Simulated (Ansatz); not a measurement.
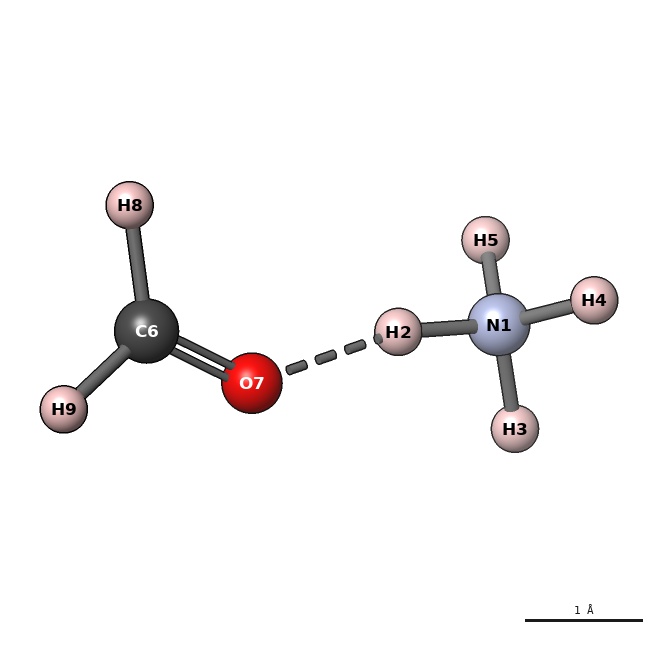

Two molecules or ions; the broken line marks their closest contact (measured against van der Waals radii). The species has charge +1 and is a spin singlet. The geometry was computed by an optimisation with PBE0-D4/def2-TZVP. Program: Ansatz 0.2.0.

Which two species are they?

Answer. NH4 and CH2O (`C=O.[NH4+]`).

How long is the contact?

Answer. H2···O7 is 1.61 Å.

Give the counterpoise-corrected interaction energy (kcal/mol, monomers kept as in the pair) with CCSD(T)/CBS (MP2 limit from def2-TZVPPD and def2-QZVPPD plus CCSD(T) − MP2); RHF-CCSD(T) (frozen core)/def2-TZVPPD; BLYP-D4/def2-TZVPPD; ωB97X-V/def2-TZVPPD; PBE-D4/def2-TZVPPD; r2SCAN-D4/def2-TZVPPD; revPBE-D4/def2-TZVPPD.

| level | interaction energy (kcal/mol) |
| --- | --- |
| CCSD(T)/CBS (MP2 limit from def2-TZVPPD and def2-QZVPPD plus CCSD(T) − MP2) | −21.2 |
| RHF-CCSD(T) (frozen core)/def2-TZVPPD | −20.4 |
| BLYP-D4/def2-TZVPPD | −21.6 |
| ωB97X-V/def2-TZVPPD | −21.9 |
| PBE-D4/def2-TZVPPD | −22.2 |
| r2SCAN-D4/def2-TZVPPD | −21.9 |
| revPBE-D4/def2-TZVPPD | −21.0 |
